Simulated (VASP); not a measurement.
# ZnCdSO with r2SCAN: from relaxation to properties, part 2 of 5

Aim: relax ZnCdSO, then compute properties on the relaxed cell. The cell is invented: it takes the structure of a Materials Project entry for ZnCdSeS (space group 156 there), with some of its atoms replaced by other elements, volume scaled by an estimate. It may not be a known or stable phase.

VASP 6.6.1, plane waves and PAW; the level of theory is named at each step.

So far, gap on the k-mesh (eV): step 2 (rough relaxation of the start cell) 0.643.

**3. Full relaxation (r2SCAN)**

Level of this step: r2SCAN; plane waves and PAW (Cd, Zn, S, O); invented cell (VASP).

Properties are meant for the cell that this level of theory prefers, so cell and atoms are relaxed first (ISIF = 3) until forces and stress are small; EDIFFG sets the threshold.

INCAR

```
SYSTEM = ZnCdSO
PREC = Accurate
ENCUT = 520
EDIFF = 1E-06
NELM = 100
ISMEAR = 0
SIGMA = 0.05
LREAL = .FALSE.
ALGO = Normal
METAGGA = R2SCAN
LASPH = .TRUE.
NBANDS = 24
LORBIT = 11
LWAVE = .FALSE.
LCHARG = .FALSE.
KPAR = 2
IBRION = 2
NSW = 60
ISIF = 3
EDIFFG = -0.01
```

POSCAR

```
ZnCdSO
1.0
    3.7365930022      0.0000000000      0.0000000000
   -1.8682965011      3.2359847172      0.0000000000
    0.0000000000      0.0000000000      5.9507928782
Cd Zn S O
1 1 1 1
Direct
    0.0000000000      0.0000000000      0.4664489276
    0.3333333300      0.6666666700      0.0305405338
    0.0000000000      0.0000000000      0.8949961612
    0.3333333300      0.6666666700      0.3600143774
```

KPOINTS

```
Automatic mesh
0
Gamma
7 7 4
0 0 0
```

PAW data sets: Cd, Zn, S and O (PBE family, release 64).

Run with:

```
$ mpirun -np 2 vasp_std
```

Output:

```text
[banner, memory and clock lines left out]
running    2 mpi-ranks, on    1 nodes
 distrk:  each k-point on    1 cores,    2 groups
 distr:  one band on    1 cores,    1 groups

 POSCAR found type information on POSCAR CdZnS O
 POSCAR found :  4 types and       4 ions
 [... a notice as in an earlier step ...]

 LDA part: xc-table for (None), standard interpolation
 POSCAR, INCAR and KPOINTS ok, starting setup
 FFT: planning ... GRIDC
 FFT: planning ... GRID_SOFT
 FFT: planning ... GRID
 WAVECAR not read
 entering main loop
       N       E                     dE             d eps       ncg     rms          rms(c)
DAV:   1     0.242938218318E+03    0.24294E+03   -0.18096E+04  1344   0.171E+03
DAV:   2    -0.350242497796E+02   -0.27796E+03   -0.26529E+03  1488   0.402E+02
DAV:   3    -0.577251040557E+02   -0.22701E+02   -0.22543E+02  1656   0.119E+02
DAV:   4    -0.580453318726E+02   -0.32023E+00   -0.32009E+00  1464   0.148E+01
DAV:   5    -0.580489284725E+02   -0.35966E-02   -0.35965E-02  1696   0.149E+00    0.125E+01
DAV:   6    -0.471318307949E+02    0.10917E+02   -0.78290E+00  1744   0.619E+01    0.115E+01
DAV:   7    -0.473992752791E+02   -0.26744E+00   -0.34890E+00  1344   0.160E+01    0.741E+00
DAV:   8    -0.474885317781E+02   -0.89256E-01   -0.11297E+00  1744   0.998E+00    0.306E+00
DAV:   9    -0.473996335149E+02    0.88898E-01   -0.38073E-01  1536   0.592E+00    0.109E+00
DAV:  10    -0.473985023727E+02    0.11311E-02   -0.12493E-01  1424   0.305E+00    0.500E-01
DAV:  11    -0.473956963651E+02    0.28060E-02   -0.13585E-02  1608   0.970E-01    0.171E-01
DAV:  12    -0.473958446055E+02   -0.14824E-03   -0.25677E-03  1408   0.365E-01    0.788E-02
DAV:  13    -0.473959725195E+02   -0.12791E-03   -0.21119E-04  1816   0.153E-01    0.684E-02
DAV:  14    -0.473958976590E+02    0.74861E-04   -0.28607E-04  1704   0.136E-01    0.221E-02
DAV:  15    -0.473958952410E+02    0.24181E-05   -0.34292E-05  1384   0.422E-02    0.663E-03
DAV:  16    -0.473958962298E+02   -0.98886E-06   -0.12514E-06  1104   0.132E-02
   1 F= -.47395896E+02 E0= -.47395896E+02  d E =-.473959E+02
 curvature:   0.00 expect dE= 0.000E+00 dE for cont linesearch  0.000E+00
 trial: gam= 0.00000 g(F)=  0.302E-03 g(S)=  0.412E-04 ort = 0.000E+00 (trialstep = 0.100E+01)
 search vector abs. value=  0.343E-03
 bond charge predicted
       N       E                     dE             d eps       ncg     rms          rms(c)
DAV:   1    -0.473962626651E+02   -0.36742E-03   -0.12157E-01  1352   0.249E+00    0.161E-01
DAV:   2    -0.473962075670E+02    0.55098E-04   -0.26190E-03  1688   0.664E-01    0.682E-02
DAV:   3    -0.473961636558E+02    0.43911E-04   -0.12818E-04  1592   0.129E-01    0.486E-02
DAV:   4    -0.473961492398E+02    0.14416E-04   -0.35860E-05  1680   0.483E-02    0.268E-02
DAV:   5    -0.473961463891E+02    0.28508E-05   -0.87032E-06  1816   0.320E-02    0.711E-03
DAV:   6    -0.473961448857E+02    0.15033E-05   -0.29176E-06   968   0.185E-02    0.308E-03
DAV:   7    -0.473961446553E+02    0.23044E-06   -0.72117E-07   672   0.737E-03
   2 F= -.47396145E+02 E0= -.47396145E+02  d E =-.248425E-03
[...]
3 F= -.47396171E+02 E0= -.47396171E+02  d E =-.274478E-03
[...]
4 F= -.47396180E+02 E0= -.47396180E+02  d E =-.283773E-03
[...]
5 F= -.47396180E+02 E0= -.47396180E+02  d E =-.284084E-03
 curvature:  -0.31 expect dE=-0.483E-04 dE for cont linesearch -0.114E-06
 trial: gam= 0.42515 g(F)=  0.457E-04 g(S)=  0.111E-03 ort = 0.113E-04 (trialstep = 0.109E+01)
 search vector abs. value=  0.229E-03
 bond charge predicted
       N       E                     dE             d eps       ncg     rms          rms(c)
DAV:   1    -0.473971237045E+02   -0.94334E-03   -0.87043E-02  1344   0.268E+00    0.263E-01
DAV:   2    -0.473963345708E+02    0.78913E-03   -0.48850E-03  1648   0.114E+00    0.897E-02
DAV:   3    -0.473962555303E+02    0.79040E-04   -0.25573E-04  1504   0.187E-01    0.670E-02
DAV:   4    -0.473962361064E+02    0.19424E-04   -0.38706E-05  1704   0.511E-02    0.349E-02
DAV:   5    -0.473962339812E+02    0.21252E-05   -0.52196E-06  1784   0.336E-02    0.554E-03
DAV:   6    -0.473962345373E+02   -0.55612E-06   -0.20574E-06  1048   0.170E-02
   6 F= -.47396235E+02 E0= -.47396235E+02  d E =-.542238E-04
 trial-energy change:   -0.000054  1 .order   -0.000086   -0.000176    0.000005
 step:   0.8926(harm=  1.0614)  dis= 0.00140  next Energy=   -47.396235 (dE=-0.548E-04)
 reached required accuracy - stopping structural energy minimisation
```

It took 2.3 min on 2 MPI ranks of Intel Xeon 6975P-C (Granite Rapids), shared host; peak memory 0.45 GiB.

From OUTCAR (step 3):

```text
  LATTYP: Found a hexagonal cell.
 ALAT       =     3.7365930022
 C/A-ratio  =     1.5925718628

The static configuration has the point symmetry C_3v.

 Found     28 irreducible k-points:

   k-points           NKPTS =     28   k-points in BZ     NKDIM =     28   number of bands    NBANDS=     24

   dimension x,y,z NGX =    28 NGY =   28 NGZ =   48
   dimension x,y,z NGXF=    56 NGYF=   56 NGZF=   96

   ENCUT  =  520.0 eV  38.22 Ry    6.18 a.u.   6.95  6.95 11.06*2*pi/ulx,y,z

   NELECT =      36.0000    total number of electrons

 E-fermi :   1.5757

 k-point     1 :       0.0000    0.0000    0.0000
  band No.  band energies     occupation
    ...
     14       0.0187      2.00000
     15       0.0187      2.00000
     16       0.7935      2.00000
     17       1.2929      2.00000
     18       1.2930      2.00000
     19       1.9126      0.00000
     20       5.6992      0.00000
     21       9.1533      0.00000
     22       9.1534      0.00000
     23       9.6684      0.00000
    ...

 k-point     2 :       0.1429    0.0000    0.0000
  band No.  band energies     occupation
    ...
     14      -0.6576      2.00000
     15      -0.1959      2.00000
     16       0.2292      2.00000
     17       0.6836      2.00000
     18       1.0888      2.00000
     19       2.7855      0.00000
     20       6.5622      0.00000
     21       8.6159      0.00000
     22       9.4512      0.00000
     23       9.7277      0.00000
    ...

  Total       -0.0045272     -0.0045272     -0.0201591      0.0000000      0.0000000      0.0000000
  in kB       -0.1007846     -0.1007847     -0.4487815      0.0000000      0.0000000      0.0000000
  external PRESSURE =      -0.2167836 kB  Pullay stress =       0.0000000 kB

  energy-cutoff  :      520.00
  volume of cell :       71.97
      direct lattice vectors                 reciprocal lattice vectors
     3.735571301  0.000000000  0.000000000     0.267696671  0.154554733 -0.000000000
    -1.867785650  3.235099898  0.000000000    -0.000000000  0.309109465 -0.000000000
    -0.000000000  0.000000000  5.955277318    -0.000000000 -0.000000000  0.167918293

 POSITION                                       TOTAL-FORCE (eV/Angst)
 -----------------------------------------------------------------------------------
     -0.00000      0.00000      2.77176         0.000000     -0.000000     -0.000863
     -0.00000      2.15673      0.18745         0.000000      0.000000      0.000177
     -0.00000      0.00000      5.32959         0.000000     -0.000000     -0.007882
     -0.00000      2.15673      2.14484        -0.000000      0.000000      0.008568
 -----------------------------------------------------------------------------------
    total drift:                                0.000008     -0.000014      0.049287

  FREE ENERGIE OF THE ION-ELECTRON SYSTEM (eV)
  ---------------------------------------------------
  free  energy   TOTEN  =       -47.3962345373 eV

  energy  without entropy=      -47.3962345373  energy(sigma->0) =      -47.39623454

 total charge
# of ion       s       p       d       tot
------------------------------------------
    1        0.342   0.261   9.627  10.229
    2        0.501   0.514   9.851  10.866
    3        1.306   2.473   0.000   3.780
    4        1.561   3.413   0.000   4.973
--------------------------------------------------
tot          3.710   6.660  19.477  29.848

[... 2 parts as in an earlier step ...]

[... 7 further parts left out ...]
```

The steps of the relaxation:

| step | energy less that of the first step (eV) | largest force (eV/Å) | pressure (GPa) | volume (Å³) |
| --- | --- | --- | --- | --- |
| 1 | 0.0000 | 0.0563 | -0.06 | 71.95 |
| 2 | -0.0002 | 0.0287 | 0.08 | 71.88 |
| 3 | -0.0003 | 0.0219 | 0.12 | 71.86 |
| 4 | -0.0003 | 0.0259 | 0.19 | 71.82 |
| 5 | -0.0003 | 0.0206 | 0.12 | 71.85 |
| 6 | -0.0003 | 0.0086 | -0.02 | 71.97 |

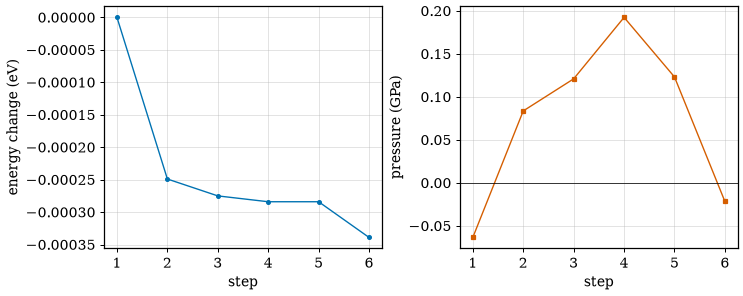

Energy and pressure along the relaxation.

| conventional cell, symmetrised | before | after | change |
| --- | --- | --- | --- |
| a (Å) | 3.737 | 3.736 | -0.0 % |
| b (Å) | 3.737 | 3.736 | -0.0 % |
| c (Å) | 5.951 | 5.955 | +0.1 % |
| volume (Å³/atom) | 17.99 | 17.99 | +0.0 % |

Final coordinates:

```xyz
4
Lattice="3.7356 0.0000 0.0000 -1.8678 3.2351 0.0000 0.0000 0.0000 5.9553" Properties=species:S:1:pos:R:3 pbc="T T T"
Cd    0.0000    0.0000    2.7718
Zn    0.0000    2.1567    0.1874
S     0.0000    0.0000    5.3296
O     0.0000    2.1567    2.1448
```

This step gave:

| Quantity | Value |
| --- | --- |
| irreducible k-points | 28 |
| free energy (TOTEN) | -47.40 eV |
| Fermi energy | 1.576 eV |
| pressure | -0.02168 GPa |
| SCF cycles over all ionic steps | 44 |
| gap on the k-mesh | 0.6196 eV |
| least direct gap on the k-mesh | 0.6196 eV |

It ends with a largest force of 0.009 eV/Å and a pressure of -0.02 GPa.

**4. Density, ELF and potential (r2SCAN)**

The relaxed cell gets a fresh self-consistent run, on a basis set for its own volume, to fix the density and to check the remaining stress.

Changes to INCAR since step 3:

```diff
@@ -14,7 +14,5 @@
 LWAVE = .FALSE.
-LCHARG = .FALSE.
-KPAR = 2
-IBRION = 2
-NSW = 60
-ISIF = 3
-EDIFFG = -0.01
+LCHARG = .TRUE.
+ISIF = 2
+LELF = .TRUE.
+LVHAR = .TRUE.
```

POSCAR

```
ZnCdSO
1.0
    3.7355713009      0.0000000000      0.0000000000
   -1.8677856505      3.2350998977      0.0000000000
    0.0000000000      0.0000000000      5.9552773176
Cd Zn S O
1 1 1 1
Direct
    0.0000000000      0.0000000000      0.4654295487
    0.3333333300      0.6666666700      0.0314759406
    0.0000000000      0.0000000000      0.8949359676
    0.3333333300      0.6666666700      0.3601585432
```

KPOINTS is that of step 3.

Run with:

```
$ mpirun -np 2 vasp_std
```

Output:

```text
[banner, memory and clock lines left out]
running    2 mpi-ranks, on    1 nodes
 distrk:  each k-point on    2 cores,    1 groups
 distr:  one band on    1 cores,    2 groups

 POSCAR found type information on POSCAR CdZnS O
 POSCAR found :  4 types and       4 ions
 [... a notice as in an earlier step ...]

 LDA part: xc-table for (None), standard interpolation
 POSCAR, INCAR and KPOINTS ok, starting setup
 FFT: planning ... GRIDC
 FFT: planning ... GRID_SOFT
 FFT: planning ... GRID
 WAVECAR not read
 entering main loop
       N       E                     dE             d eps       ncg     rms          rms(c)
DAV:   1     0.241207082200E+03    0.24121E+03   -0.18161E+04  1344   0.172E+03
DAV:   2    -0.359053937434E+02   -0.27711E+03   -0.26467E+03  1512   0.402E+02
DAV:   3    -0.577452175715E+02   -0.21840E+02   -0.21693E+02  1648   0.118E+02
DAV:   4    -0.580403883175E+02   -0.29517E+00   -0.29506E+00  1480   0.145E+01
DAV:   5    -0.580439031313E+02   -0.35148E-02   -0.35143E-02  1696   0.147E+00    0.125E+01
DAV:   6    -0.471338679731E+02    0.10910E+02   -0.78100E+00  1752   0.617E+01    0.115E+01
DAV:   7    -0.473998997073E+02   -0.26603E+00   -0.34901E+00  1344   0.160E+01    0.740E+00
DAV:   8    -0.474889847147E+02   -0.89085E-01   -0.11258E+00  1744   0.999E+00    0.307E+00
DAV:   9    -0.474001129942E+02    0.88872E-01   -0.37764E-01  1536   0.591E+00    0.108E+00
DAV:  10    -0.473987940343E+02    0.13190E-02   -0.12579E-01  1432   0.306E+00    0.497E-01
DAV:  11    -0.473960271854E+02    0.27668E-02   -0.13617E-02  1592   0.974E-01    0.170E-01
DAV:  12    -0.473961790784E+02   -0.15189E-03   -0.25365E-03  1392   0.364E-01    0.783E-02
DAV:  13    -0.473963064044E+02   -0.12733E-03   -0.21356E-04  1832   0.155E-01    0.681E-02
DAV:  14    -0.473962318657E+02    0.74539E-04   -0.28344E-04  1720   0.136E-01    0.223E-02
DAV:  15    -0.473962294005E+02    0.24652E-05   -0.34521E-05  1368   0.423E-02    0.665E-03
DAV:  16    -0.473962303783E+02   -0.97788E-06   -0.12694E-06  1048   0.132E-02
   1 F= -.47396230E+02 E0= -.47396230E+02  d E =-.375392E-17
```

The job ended after 44 s (2 MPI ranks; peak memory 0.37 GiB).

From OUTCAR (step 4):

```text
  LATTYP: Found a hexagonal cell.
 ALAT       =     3.7355713009
 C/A-ratio  =     1.5942079104

The static configuration has the point symmetry C_3v.

 Found     28 irreducible k-points:

   ENCUT  =  520.0 eV  38.22 Ry    6.18 a.u.   6.95  6.95 11.07*2*pi/ulx,y,z

   NELECT =      36.0000    total number of electrons

 E-fermi :   1.5759

 k-point     1 :       0.0000    0.0000    0.0000
  band No.  band energies     occupation
    ...
     14       0.0193      2.00000
     15       0.0193      2.00000
     16       0.7940      2.00000
     17       1.2932      2.00000
     18       1.2932      2.00000
     19       1.9126      0.00000
     20       5.6992      0.00000
     21       9.1533      0.00000
     22       9.1534      0.00000
     23       9.6684      0.00000
    ...

 k-point     2 :       0.1429   -0.0000    0.0000
  band No.  band energies     occupation
    ...
     14      -0.6571      2.00000
     15      -0.1954      2.00000
     16       0.2295      2.00000
     17       0.6840      2.00000
     18       1.0891      2.00000
     19       2.7856      0.00000
     20       6.5622      0.00000
     21       8.6160      0.00000
     22       9.4513      0.00000
     23       9.7277      0.00000
    ...

  Total       -0.0113127     -0.0113127     -0.0274419      0.0000000      0.0000000     -0.0000000
  in kB       -0.2518427     -0.2518428     -0.6109120      0.0000000      0.0000000     -0.0000000
  external PRESSURE =      -0.3715325 kB  Pullay stress =       0.0000000 kB

  energy-cutoff  :      520.00
  volume of cell :       71.97
      direct lattice vectors                 reciprocal lattice vectors
     3.735571301  0.000000000  0.000000000     0.267696671  0.154554733  0.000000000
    -1.867785650  3.235099898  0.000000000     0.000000000  0.309109465  0.000000000
     0.000000000  0.000000000  5.955277318     0.000000000  0.000000000  0.167918293

 POSITION                                       TOTAL-FORCE (eV/Angst)
 -----------------------------------------------------------------------------------
      0.00000      0.00000      2.77176        -0.000000     -0.000000     -0.000508
     -0.00000      2.15673      0.18745         0.000000      0.000000     -0.000254
      0.00000      0.00000      5.32959         0.000000      0.000000     -0.006951
     -0.00000      2.15673      2.14484        -0.000000      0.000000      0.007713
 -----------------------------------------------------------------------------------
    total drift:                                0.000008     -0.000014      0.047752

  FREE ENERGIE OF THE ION-ELECTRON SYSTEM (eV)
  ---------------------------------------------------
  free  energy   TOTEN  =       -47.3962303783 eV

  energy  without entropy=      -47.3962303783  energy(sigma->0) =      -47.39623038

[... 4 parts as in an earlier step ...]

[... 7 further parts left out ...]
```

This step gave:

* SCF cycles: 16
* pressure: -0.03715 GPa
* gap on the k-mesh: 0.6194 eV
* least direct gap on the k-mesh: 0.6194 eV

Valence electrons inside each PAW sphere by angular momentum. Sphere charges, by row:

| atom | s (e) | p (e) | d (e) | tot (e) |
| --- | --- | --- | --- | --- |
| Cd1 | 0.342 | 0.261 | 9.627 | 10.23 |
| Zn2 | 0.501 | 0.514 | 9.851 | 10.87 |
| S3 | 1.306 | 2.473 | 0 | 3.78 |
| O4 | 1.561 | 3.413 | 0 | 4.973 |

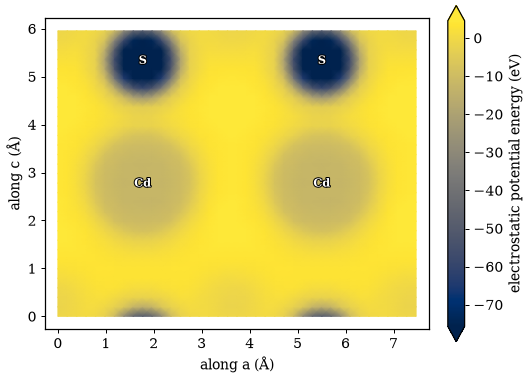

Electrostatic potential energy in the ac plane at fractional y = 0.000, with atoms of Cd and S within 0.2 Å of it. With pseudopotentials it is smooth inside the atoms' cores, unlike the true potential. The map starts off the cell's origin, so that atoms lie inside it.

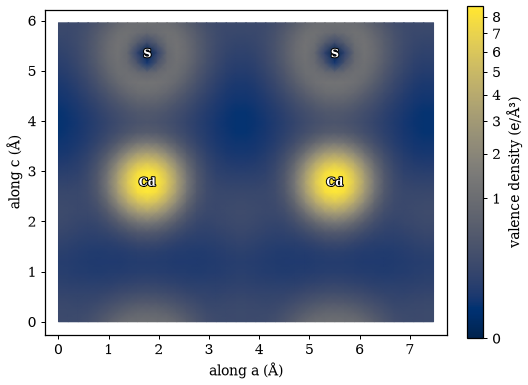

Valence density in the ac plane at fractional y = 0.000, with atoms of Cd and S within 0.2 Å of it. It is the smooth field of the valence electrons, not physical close to the nuclei. The map starts off the cell's origin, so that atoms lie inside it. The colour scale is stretched toward low values.

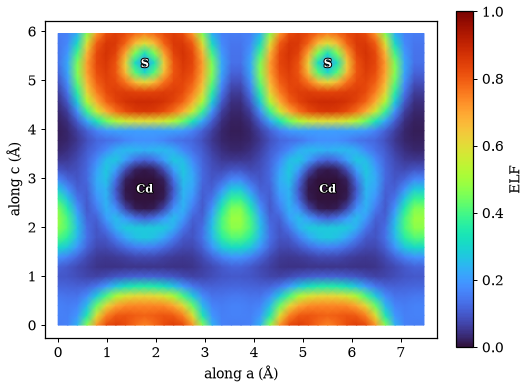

ELF in the ac plane at fractional y = 0.000, with atoms of Cd and S within 0.2 Å of it. It is the smooth field of the valence electrons, not physical close to the nuclei. The map starts off the cell's origin, so that atoms lie inside it.

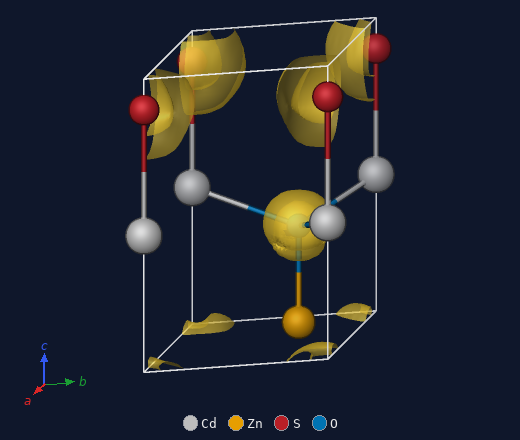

Surface of ELF = 0.81.

In this run the pressure is -0.04 GPa, small enough to go on.

(Continued in part 3 of 5.)

[Lines on the potential files, build, host, timing and source positions are cut from VASP's logs without a mark.]

[Logs are printed without paths, hosts, clocks, repeated set-up lines and the standing remarks that a program may print on its own settings, such as how far it seeks lower states.]

[Hosts, paths, dates, database ids (printed as entryN), source tags and the programs' standing remarks are cut or masked in the printed files.]

[A measured line is paired with the nearest computed mode of its activity, which favours agreement.]
